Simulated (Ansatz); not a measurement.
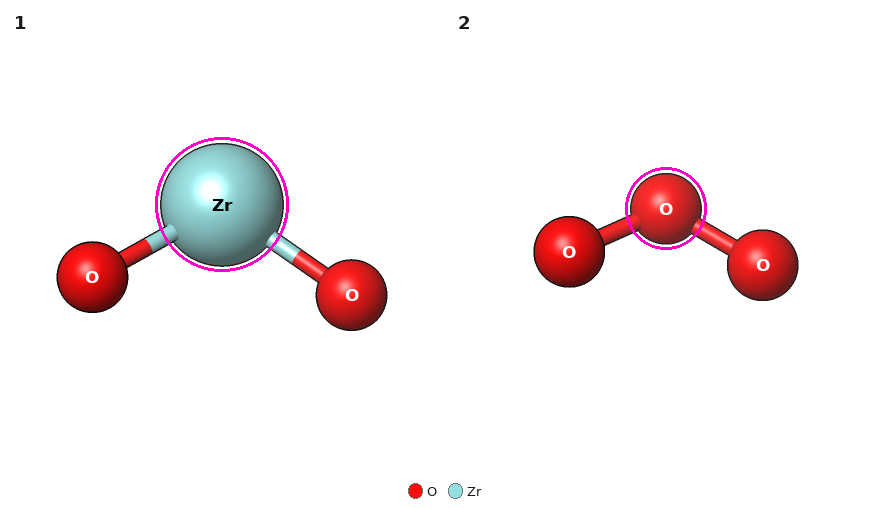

2 molecules with one skeleton, seen from the same side and at one scale; the atom that differs is circled. Each species is neutral and a spin singlet. Computed geometries: PBE0-D4/def2-TZVP optimisations, one conformation each. Properties computed with Ansatz 0.2.0. Elements past Kr carry core potentials.

One atom differs, called X below: Zr in panel 1, O in panel 2. Their formulas are ZrO2 (`[O]=[Zr]=[O]`), O3 (`O=[O+][O-]`).

In which is the angle O–X–O larger (PBE0-D4/def2-TZVP)?

In panel 2 (X = O).

In which is the HOMO–LUMO gap larger (ωB97M-V/def2-QZVPP)?

In panel 2 (X = O).

Give the values. With PBE0-D4/def2-TZVP: mean length of X–O (Å), angle O–X–O (°). With ωB97M-V/def2-QZVPP: HOMO energy (Kohn–Sham orbital) (eV), HOMO–LUMO gap (eV). With B3LYP-D4/def2-TZVPP: dipole moment (D).

```
                            quantity  1 (Zr)   2 (O)   2 − 1
              mean length of X–O (Å)   1.761   1.238  −0.523
                     angle O–X–O (°)   107.9   118.4   +10.5
HOMO energy (Kohn–Sham orbital) (eV)   −9.14  −12.23   −3.09
                  HOMO–LUMO gap (eV)    7.34    9.85   +2.51
                   dipole moment (D)    7.75    0.69   −7.06
```
